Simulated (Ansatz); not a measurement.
**C3H7BrOSi: density, localisation and related maps**

```xyz
13

C     1.1047   -0.2403   -1.3549
C     0.0782   -0.4749    1.5377
C    -1.3541   -0.2538    1.1694
Br    3.0085   -1.9233    0.8616
O    -1.7308    0.5812    0.3865
Si    0.9731   -1.3658    0.1203
H     0.1053    0.1622   -1.5849
H     1.4967   -0.7712   -2.2345
H     1.7716    0.6054   -1.1293
H     0.2644   -2.6391   -0.1955
H     0.5892    0.4954    1.6502
H     0.1797   -1.0602    2.4633
H    -2.0855   -0.9580    1.6448
```

Geometry: PBE0-D3(BJ)/def2-SVP.

Method: isolated molecule in a Gaussian basis; Kohn-Sham density functional theory, functional PBE0 in Ansatz.

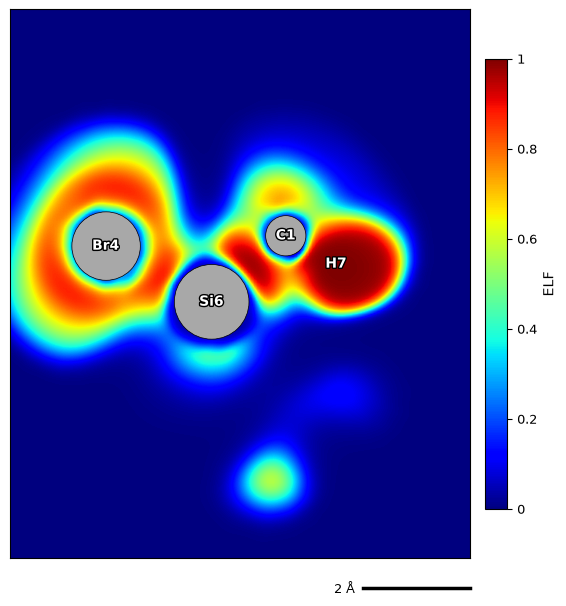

Figure 1. ELF on the plane of atoms C1, Si6 and Br4. Grey discs cover the atomic cores.

> Interpret the plot.

The plane passes through C, Br, Si and H nuclei.
C–Si (1.86 Å): the ELF peaks at about 0.95 between the atoms: a covalent bond.
Si–Br (2.24 Å): the ELF peaks at about 0.85 between the atoms, as expected for a shared but strongly polarised pair.
C–H (1.10 Å): the ELF climbs to about 1 towards the hydrogen, as it does in any bond to H; an ordinary covalent bond to hydrogen.
The ELF also peaks beside Br4, away from the bonds: lone-pair regions.

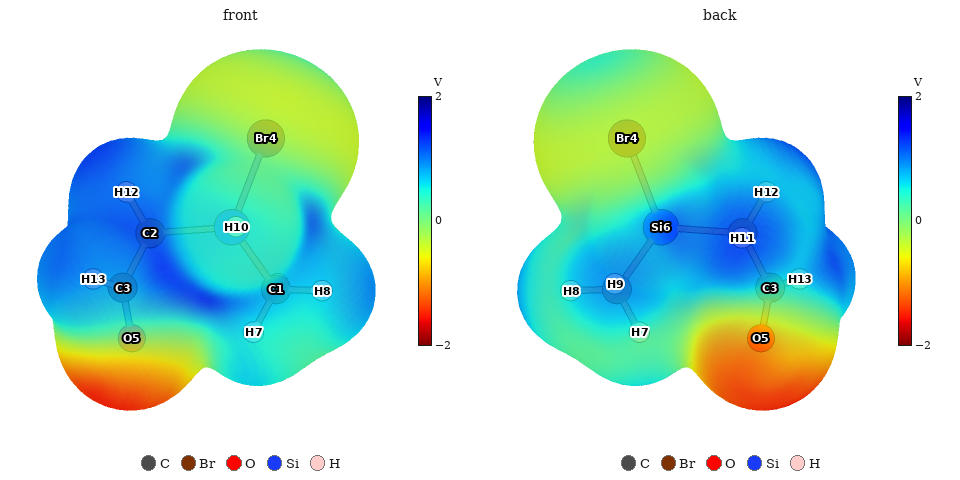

Figure 2. The molecular electrostatic potential painted on the density surface at 0.002 e/bohr³, seen from the front and from behind; the colour scale runs from red (negative) to blue (positive).

> Describe the electrostatic potential map.

The most negative region (about −1.5 V, or −35 kcal/mol for a unit charge) lies over O5, the most positive (about +1.3 V, or +30 kcal/mol for a unit charge) over C3, Si6 and H12. Br4 shows a σ-hole: about +0.4 V, or +9 kcal/mol for a unit charge at the tip opposite its bond, against about −0.3 V, or −7 kcal/mol for a unit charge on its flanks. O5 is the likeliest acceptor of a hydrogen bond.

> What dipole moment does the calculation give?

Its dipole moment is 0.94 D.

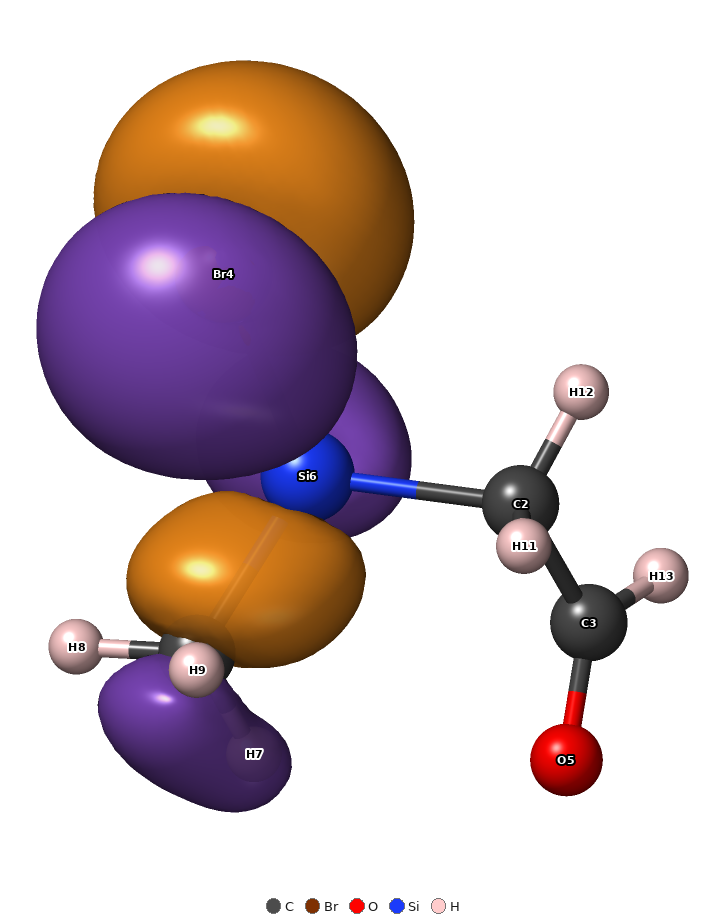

Figure 3. The HOMO−1 at ±0.08 Å⁻³ᐟ² (orange and purple are the two phases), seen at an oblique angle.

> Where does this orbital lie, and at what energy?

Its weight (Hirshfeld) is mainly on Br4 (about 75 %), Si6 (about 10 %) and C1 (about 5 %); largely a lone pair of Br4. Its energy is −8.44 eV.
